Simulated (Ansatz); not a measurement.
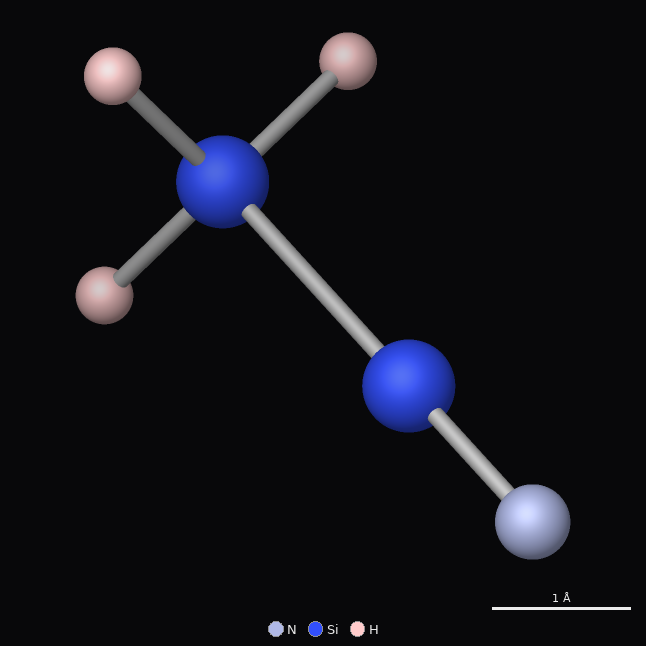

Rendered structure (ball-and-stick style). Every bond is drawn as one stick, whatever its order.

What is the molecular formula?

Answer. H3NSi2, 6 atoms: 3 hydrogen, 1 nitrogen and 2 silicon.

How many bonds of each kind are drawn?

Answer. 3 Si–H, 1 N–Si, 1 Si–Si. Sticks follow a distance rule.

The parts below concern this one geometry. Atoms keep their numbers from picture to picture. The geometry was computed by an optimisation with PBE0-D4/def2-TZVP. No frequency run is at hand to confirm it as a minimum.

**Geometry**

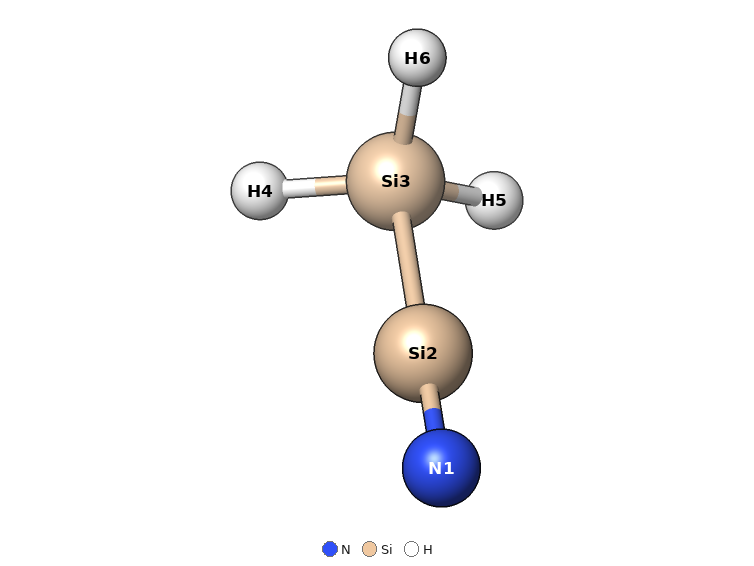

No frequency run is at hand to confirm it as a minimum.

Which atoms are bonded, and how long are the bonds?

| bond | length (Å) |
| --- | --- |
| N1–Si2 | 1.561 |
| Si2–Si3 | 2.344 |
| Si3–H4 | 1.481 |
| Si3–H5 | 1.481 |
| Si3–H6 | 1.481 |

**Dipole moment**

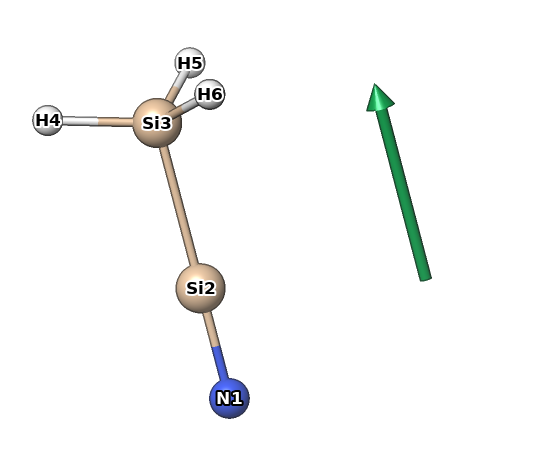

The arrow beside the molecule shows the direction of the dipole moment, from the negative to the positive end (its length means nothing). No frequency run is at hand to confirm it as a minimum. Level of theory: RKS PBE0-D4/def2-TZVP (Ansatz 0.2.0).

Estimate the dipole moment.

Answer. 6.24 D; it points from the side of N1 to the side of H4, H5, H6 (the outermost atoms at the two ends).

**Electronic properties**

No frequency run is at hand to confirm it as a minimum. Method: RKS PBE0-D4/def2-TZVPP (Ansatz 0.2.0).

Give the HOMO–LUMO gap at this level.

Answer. 5.26 eV.

Give the HOMO energy (Kohn–Sham orbital) at this level.

Answer. −7.37 eV.

**Charges**

The questions are on Mulliken charges. No frequency run is at hand to confirm it as a minimum. Properties computed with RKS PBE0-D4/def2-TZVP (Ansatz 0.2.0).

List the Mulliken charges.

```
atom  value (e)
  N1      −0.39
 Si2       0.24
 Si3       0.04
  H4       0.04
  H5       0.04
  H6       0.04
```

Mulliken values depend strongly on the basis set and can even reverse the polarity of a bond.
